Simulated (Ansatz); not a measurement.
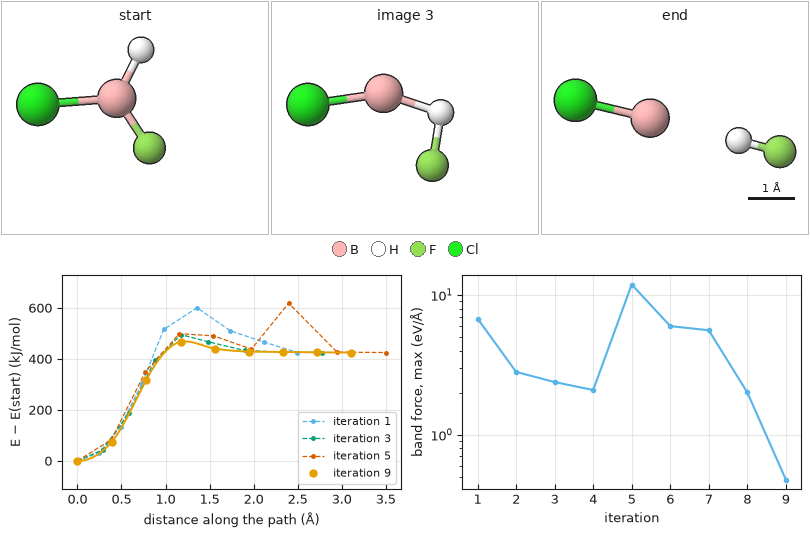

NEB run on BHClF. Images are numbered from 0 (start) to 8 (end). The plot follows the band through its iterations. A ball-and-stick model, seen face on.

The calculation used RKS B3LYP/def2-SVP in Ansatz 0.2.0. Settings: 7 movable images; climbing image; force threshold 0.5 eV/Å; iteration limit 60; starting path through a guess of the saddle point.

> Did the band converge, and can the barrier be trusted?

The run met only a loose threshold, so the barrier can't be trusted yet. The band converged in 9 iterations. The largest component of the band force went from 6.8 to 0.48 eV/Å. The climbing image converged on the top of the path. Its curvatures weren't checked. The force threshold is so loose that the height of the top is at best an upper bound. The first iteration put the highest image at 600.6 kJ/mol. The energy climbs by 467.0 kJ/mol to image 3 and then falls by 41.8 kJ/mol, so the end point sits at +425.1 kJ/mol.

Cost: 70 s on 1 thread of Arm Neoverse V1, on a shared host, peak memory 0.098 GiB.
